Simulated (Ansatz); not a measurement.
**C₃H₇NOSi: small, medium and large basis sets**

Aim: see how fast density functionals converge with the basis set for C₃H₇NOSi.

Computed with Ansatz 0.2.0, Gaussian basis. Level: one geometry, several basis sets.

Plan: PBE0-D4/def2-SVP; ωB97M-V/def2-SVP; PBE0-D4/def2-QZVPP; ωB97M-V/def2-QZVPP; the functionals' def2-TZVPP values are taken from earlier runs.

## 1. The geometry

All runs share one geometry, relaxed beforehand with PBE0-D4 in a triple-zeta def2 set.

SMILES `C/C=C1\N[SiH2]O1`, 13 atoms, charge 0, spin multiplicity 1.

Atoms are counted from 1 here; the program's logs count them from 0.

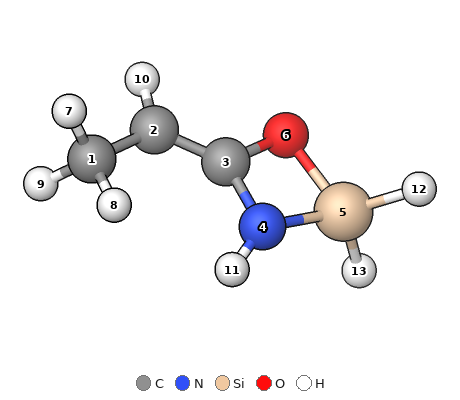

The structure; carbon grey, nitrogen blue, silicon light orange, oxygen red, hydrogen white; atoms are numbered from 1 in the order of the file.

## 2. PBE0-D4 in def2-SVP

in.yaml

```yaml
crystal:
  periodic: [false, false, false]
  atoms:
    - {symbol: C, position_ang: [-0.268500, -1.879189, 1.057092]}
    - {symbol: C, position_ang: [0.356877, -0.526717, 1.115991]}
    - {symbol: C, position_ang: [0.296651, 0.362412, 0.134356]}
    - {symbol: N, position_ang: [-0.310159, 0.347863, -1.134143]}
    - {symbol: Si, position_ang: [0.192878, 1.981744, -1.336515]}
    - {symbol: O, position_ang: [0.888337, 1.621861, 0.148591]}
    - {symbol: H, position_ang: [0.458906, -2.665749, 1.280598]}
    - {symbol: H, position_ang: [-0.675726, -2.096591, 0.066446]}
    - {symbol: H, position_ang: [-1.086162, -1.988119, 1.777958]}
    - {symbol: H, position_ang: [0.899924, -0.227543, 2.004265]}
    - {symbol: H, position_ang: [-1.048553, -0.283861, -1.378728]}
    - {symbol: H, position_ang: [1.160700, 2.276230, -2.419076]}
    - {symbol: H, position_ang: [-0.844775, 3.042958, -1.302235]}
basis:
  gaussian: {orbitals: def2-SVP}
hamiltonian: {xc: pbe0, dispersion: d4}
output: {orbitals: {seedname: orbitals}}
```

The run is started by

```console
$ ansatz run in.yaml --threads 4 --pin off --events-out ev --progress --plain --max-ram 10444MiB
```

Output:

```text
Functional definition: PBE0
  name "PBE0"
  cite "Adamo & Barone, J. Chem. Phys. 110, 6158 (1999) doi:10.1063/1.478522"
  cite "Perdew, Burke & Ernzerhof, Phys. Rev. Lett. 77, 3865 (1996) doi:10.1103/PhysRevLett.77.3865"
  parent pbe
  parameter a = 0.25
  parameter kappa = 0.804
  parameter beta = 0.06672455060314922
  exchange = (1 - a)*pbe_x(kappa = kappa, mu = beta*pi^2/3) + a*exact_x
  correlation = pbe_c(beta = beta)
1391 factors; their error is unknown
mean field evaluation 1: about -14612.8912 eV, gradient 6.2e1 eV
mean field evaluation 2: about -14608.4267 eV, gradient 7.6e1 eV
mean field evaluation 4: about -14621.3290 eV, gradient 3.2e0 eV
mean field evaluation 8: about -14621.3475 eV, gradient 4.5e-2 eV
mean field evaluation 16: about -14621.3850 eV, gradient 4.8e-5 eV
mean field -14621.38500507 eV, -537.3259882057 hartree, gradient 4.8e-5 eV, S^2 0.000000; 0 other end points of the search recorded, 0 dependent functions left out
reference -14621.38503426 eV, -537.3259892785 hartree; 27, 27 occupied and 96, 96 virtual orbitals, 1391 factors
Total energy: -14621.62756871 eV, -537.3349022549 hartree
```

It took 1.5 s on 4 threads of Arm Neoverse V1, shared host; peak memory 0.29 GiB.

## 3. ωB97M-V in def2-SVP

Edit in.yaml of step 2 so:

```diff
@@ -18,3 +18,3 @@
   gaussian: {orbitals: def2-SVP}
-hamiltonian: {xc: pbe0, dispersion: d4}
+hamiltonian: {xc: {name: wB97M-V}}
 output: {orbitals: {seedname: orbitals}}
```

The command is unchanged.

Output (excerpt; [...] marks lines left out):

```text
Functional definition: wB97M-V
  name "wB97M-V"
  cite "Mardirossian & Head-Gordon, J. Chem. Phys. 144, 214110 (2016) doi:10.1063/1.4952647"
  cite "Becke, J. Chem. Phys. 107, 8554 (1997) doi:10.1063/1.475007"
  cite "Vydrov & Van Voorhis, J. Chem. Phys. 133, 244103 (2010) doi:10.1063/1.3521275"
  # Of w^i u^j: cxij and so on, Table III.
[...]
  gx(w, u) = 1 - cx + cx01*u + cx10*w
  gss(w, u) = css00 + css04*u^4 + css10*w + css20*w^2 + css43*w^4*u^3
  gos(w, u) = cos00 + cos10*w + (cos20 + cos21*u)*w^2 + (cos60 + cos61*u)*w^6
[...]
      + integral(e_c_pw_mod_opposite_spin*gos(b97_w_opposite, b97_u_opposite)) + vv10(b, c)
1391 factors; their error is unknown
354 factors; integrals over basis functions are off by at most 8.0e-6 eV
[...]
mean field -14629.04614299 eV, -537.6075298312 hartree, gradient 1.9e-5 eV, S^2 0.000000; 0 other end points of the search recorded, 0 dependent functions left out
reference -14629.04618970 eV, -537.6075315477 hartree; 27, 27 occupied and 96, 96 virtual orbitals, 1391 factors
Total energy: -14629.04618970 eV, -537.6075315477 hartree
```

It took 5.5 s on 4 threads of Arm Neoverse V1, shared host; peak memory 0.41 GiB.

## 4. PBE0-D4 in def2-QZVPP

Edit in.yaml of step 3 so:

```diff
@@ -17,4 +17,4 @@
 basis:
-  gaussian: {orbitals: def2-SVP}
-hamiltonian: {xc: {name: wB97M-V}}
+  gaussian: {orbitals: "def2-QZVPP.json"}
+hamiltonian: {xc: pbe0, dispersion: d4}
 output: {orbitals: {seedname: orbitals}}
```

Same command.

Output:

```text
Functional definition: PBE0
  name "PBE0"
  cite "Adamo & Barone, J. Chem. Phys. 110, 6158 (1999) doi:10.1063/1.478522"
  cite "Perdew, Burke & Ernzerhof, Phys. Rev. Lett. 77, 3865 (1996) doi:10.1103/PhysRevLett.77.3865"
  parent pbe
  parameter a = 0.25
  parameter kappa = 0.804
  parameter beta = 0.06672455060314922
  exchange = (1 - a)*pbe_x(kappa = kappa, mu = beta*pi^2/3) + a*exact_x
  correlation = pbe_c(beta = beta)
1685 factors; their error is unknown
mean field evaluation 1: about -14620.5301 eV, gradient 7.7e1 eV
mean field evaluation 2: about -14610.9710 eV, gradient 9.9e1 eV
mean field evaluation 4: about -14632.6089 eV, gradient 5.4e0 eV
mean field evaluation 8: about -14632.6757 eV, gradient 3.6e-1 eV
mean field evaluation 16: about -14632.6759 eV, gradient 7.0e-5 eV
mean field -14632.67585135 eV, -537.7409191531 hartree, gradient 7.0e-5 eV, S^2 0.000000; 0 other end points of the search recorded, 0 dependent functions left out
reference -14632.67589459 eV, -537.7409207423 hartree; 27, 27 occupied and 538, 538 virtual orbitals, 1685 factors
Total energy: -14632.91842903 eV, -537.7498337187 hartree
```

It took 12 s on 4 threads of Arm Neoverse V1, shared host; peak memory 2.3 GiB.

## 5. ωB97M-V in def2-QZVPP

Edit in.yaml of step 4 so:

```diff
@@ -18,3 +18,3 @@
   gaussian: {orbitals: "def2-QZVPP.json"}
-hamiltonian: {xc: pbe0, dispersion: d4}
+hamiltonian: {xc: {name: wB97M-V}}
 output: {orbitals: {seedname: orbitals}}
```

The command is unchanged.

Output (excerpt; [...] marks lines left out):

```text
Functional definition: wB97M-V
  name "wB97M-V"
  cite "Mardirossian & Head-Gordon, J. Chem. Phys. 144, 214110 (2016) doi:10.1063/1.4952647"
  cite "Becke, J. Chem. Phys. 107, 8554 (1997) doi:10.1063/1.475007"
  cite "Vydrov & Van Voorhis, J. Chem. Phys. 133, 244103 (2010) doi:10.1063/1.3521275"
  # Of w^i u^j: cxij and so on, Table III.
[...]
  gx(w, u) = 1 - cx + cx01*u + cx10*w
  gss(w, u) = css00 + css04*u^4 + css10*w + css20*w^2 + css43*w^4*u^3
  gos(w, u) = cos00 + cos10*w + (cos20 + cos21*u)*w^2 + (cos60 + cos61*u)*w^6
[...]
      + integral(e_c_pw_mod_opposite_spin*gos(b97_w_opposite, b97_u_opposite)) + vv10(b, c)
1665 factors; their error is unknown
443 factors; integrals over basis functions are off by at most 9.4e-6 eV
[...]
mean field -14640.57972579 eV, -538.0313811813 hartree, gradient 2.8e-5 eV, S^2 0.000000; 0 other end points of the search recorded, 0 dependent functions left out
reference -14640.57979629 eV, -538.0313837722 hartree; 27, 27 occupied and 538, 538 virtual orbitals, 1665 factors
Total energy: -14640.57979629 eV, -538.0313837722 hartree
```

Run time: 28 s. Hardware: 4 threads of Arm Neoverse V1, shared host; peak memory 2.6 GiB.

## 6. Functionals by basis

The def2-TZVPP values come from earlier runs at the same geometry.

| functional | basis | functions | energy (eV) | from the largest (eV) | HOMO (eV) | LUMO (eV) |
| --- | --- | --- | --- | --- | --- | --- |
| PBE0-D4 | def2-SVP | 123 | -14621.6276 | 11.291 | -5.68 | -0.10 |
| PBE0-D4 | def2-TZVPP | 295 | -14632.2595 | 0.659 | -5.75 | -0.53 |
| PBE0-D4 | def2-QZVPP | 565 | -14632.9184 | 0.000 | -5.78 | -0.65 |
| ωB97M-V | def2-SVP | 123 | -14629.0462 | 11.534 | -7.84 | 1.84 |
| ωB97M-V | def2-TZVPP | 295 | -14639.9685 | 0.611 | -7.94 | 1.17 |
| ωB97M-V | def2-QZVPP | 565 | -14640.5798 | 0.000 | -7.96 | 0.85 |

## 7. Outcome

| quantity | value |
| --- | --- |
| PBE0-D4: double and triple zeta above quadruple | 11.29, 0.66 eV |
| ωB97M-V: double and triple zeta above quadruple | 11.53, 0.61 eV |

PBE0-D4 gains 10.63 eV from double to triple zeta, then 0.66 eV more. These are total energies; as a rule much of such shifts cancels in differences, which this series doesn't test. The LUMO of ωB97M-V is positive and keeps falling with the basis (1.84 to 0.85 eV): an unbound level that the basis holds in place.

For PBE0-D4 the largest set took about 8 times as long as the smallest (12 s against 1.5 s).
